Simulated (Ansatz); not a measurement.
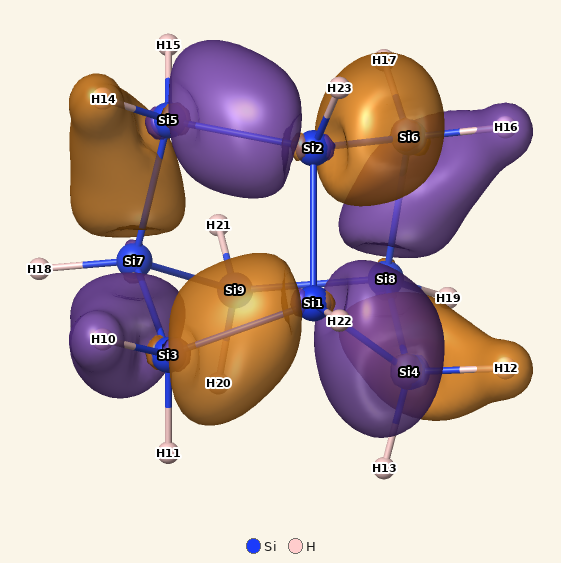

Figure. H₁₄Si₉. The HOMO at ±0.08 Å⁻³ᐟ² (orange and purple are the two phases), seen at a tilt.

All numbers below come from Ansatz, DFT PBE, Gaussian basis def2-SVP.

Input

```
crystal:
  periodic: [false, false, false]
  atoms:
    - { symbol: Si, position_ang: [0.76, 0.0, -0.25] }
    - { symbol: Si, position_ang: [3.080297, 0.0, -0.25] }
    - { symbol: Si, position_ang: [0.0, 1.920148, -1.35775] }
    - { symbol: Si, position_ang: [0.0, -1.920148, -1.35775] }
    - { symbol: Si, position_ang: [3.840297, 1.920148, -1.35775] }
    - { symbol: Si, position_ang: [3.840297, -1.920148, -1.35775] }
    - { symbol: Si, position_ang: [1.920148, 1.920148, -2.7155] }
    - { symbol: Si, position_ang: [1.920148, -1.920148, -2.7155] }
    - { symbol: Si, position_ang: [1.920148, 0.0, -4.07325] }
    - { symbol: H, position_ang: [0.0, 3.136728, -0.497498] }
    - { symbol: H, position_ang: [-1.21658, 1.920148, -2.218002] }
    - { symbol: H, position_ang: [0.0, -3.136728, -0.497498] }
    - { symbol: H, position_ang: [-1.21658, -1.920148, -2.218002] }
    - { symbol: H, position_ang: [3.840297, 3.136728, -0.497498] }
    - { symbol: H, position_ang: [5.056877, 1.920148, -2.218002] }
    - { symbol: H, position_ang: [3.840297, -3.136728, -0.497498] }
    - { symbol: H, position_ang: [5.056877, -1.920148, -2.218002] }
    - { symbol: H, position_ang: [1.920148, 3.136728, -3.575752] }
    - { symbol: H, position_ang: [1.920148, -3.136728, -3.575752] }
    - { symbol: H, position_ang: [0.703569, 0.0, -4.933502] }
    - { symbol: H, position_ang: [3.136728, 0.0, -4.933502] }
    - { symbol: H, position_ang: [0.24, 0.0, 1.14] }
    - { symbol: H, position_ang: [3.600297, 0.0, 1.14] }
basis:
  gaussian: { orbitals: def2-SVP }
hamiltonian:
  xc: pbe
relax:
  f_tol: 0.01
output:
  orbitals: {}
```

Launched as:

```sh
ansatz run input.yaml --threads 4 --pin off --max-ram 10240MiB --backend cpu --events-out ev --progress --plain --runs-dir out
```

The fields are those of the relaxed geometry.

### Describe this orbital and give its energy.

By Hirshfeld shares it lies mainly on Si1 (about 15 %), Si2 (about 15 %), Si3 (about 10 %), Si4 (about 10 %), Si5 (about 10 %) and Si6 (about 10 %). Its energy is −6.40 eV.
